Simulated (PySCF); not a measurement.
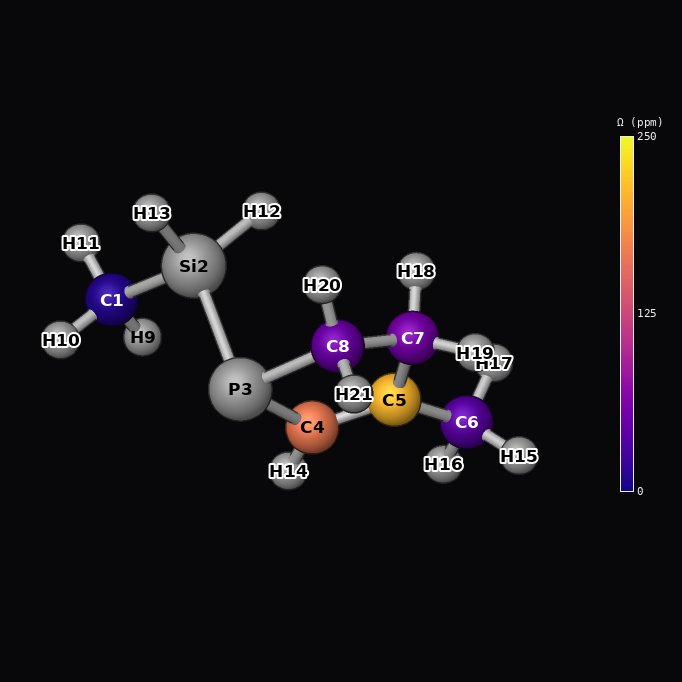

The C atoms are coloured by the span of their shielding tensor. Computed geometry: GFN2-xTB optimisation. No frequency run is at hand to confirm it as a minimum. Level of theory: GIAO PBE0/pcSseg-1 NMR shielding, non-relativistic, gas phase (PySCF 2.14.0). Principal shieldings σ11 ≤ σ22 ≤ σ33, span Ω = σ33 − σ11, skew κ = 3(σiso − σ22)/Ω.

Which C atom has the most anisotropic shielding?

Answer. C5, with a span of 212 ppm.

Give the shielding tensors of the C atoms.

```csv
atom,σ11,σ22,σ33,σiso,Ω,κ
C1,189.7,196.4,199.0,195.0,9.3,−0.44
C4,−32.8,80.7,134.4,60.8,167.2,−0.36
C5,−81.2,31.6,130.5,27.0,211.7,−0.07
C6,147.9,156.3,188.0,164.0,40.1,0.58
C7,114.2,146.8,171.2,144.1,57.0,−0.14
C8,132.6,171.0,184.0,162.5,51.4,−0.49
```

Shieldings and span in ppm.

The geometry is semi-empirical. Around P, Si such bond lengths and angles can be off by a tenth of an ångström or more and by several degrees, and values that hang on the shape move with them.
